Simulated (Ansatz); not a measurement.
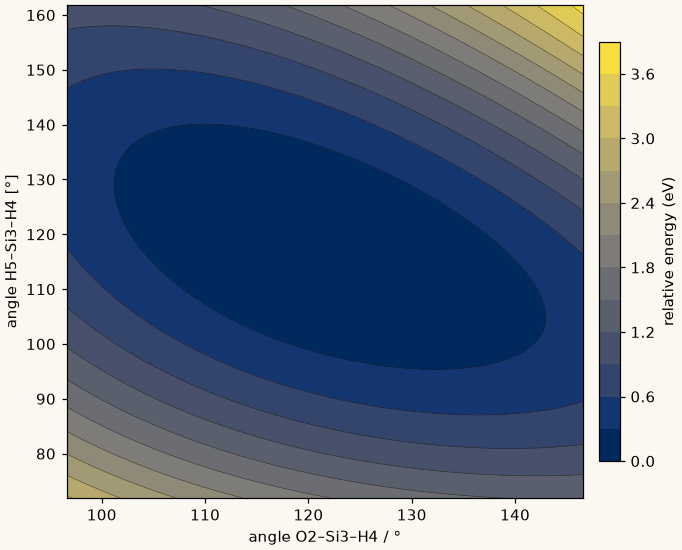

H2NaOSi, SMILES [Na][O][SiH2+], charge +1. First axis: angle O2–Si3–H4. Second axis: angle H5–Si3–H4. Nothing is relaxed (all other coordinates rigid). The grid has 13 × 13 points; 163 points were computed and 6 follow by symmetry. Points are written as (first, second). Energies are in eV, from the lowest grid point. These are results of RKS CAM-B3LYP-D4/def2-TZVP (Ansatz 0.2.0), not measurements.

Drawn: filled contours. Between grid points the surface is interpolated.

The lowest grid point is at (121.6°, 116.9°). It is the only kind of minimum in the scanned range. The highest grid point, (146.6°, 161.9°), lies 3.71 eV above the lowest. Round the minimum the valley is somewhat tilted: raising angle O2–Si3–H4 shifts the best value of angle H5–Si3–H4 downwards (coupling k₁₂/√(k₁₁k₂₂) about 0.5).

The system is changed to H₂LiOSi, SMILES [Li][O][SiH2+], charge +1; the new grid has 15 × 15 points, laid about the new relaxed structure.

> What does this change do to the map?

The minimum (interpolated where it lies between grid points) moves from (121.6°, 116.9°) to (120.9°, 118.1°). The curvature at the minimum changes by less than a tenth (about 6.3) eV/rad² along angle O2–Si3–H4 and by less than a tenth (about 5.4) eV/rad² along angle H5–Si3–H4.

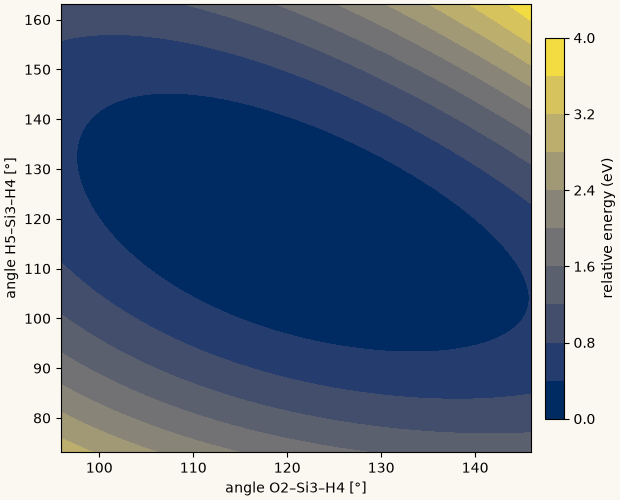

The map after the change, on a colour scale of its own. Drawn: filled contours. Between grid points the surface is interpolated.
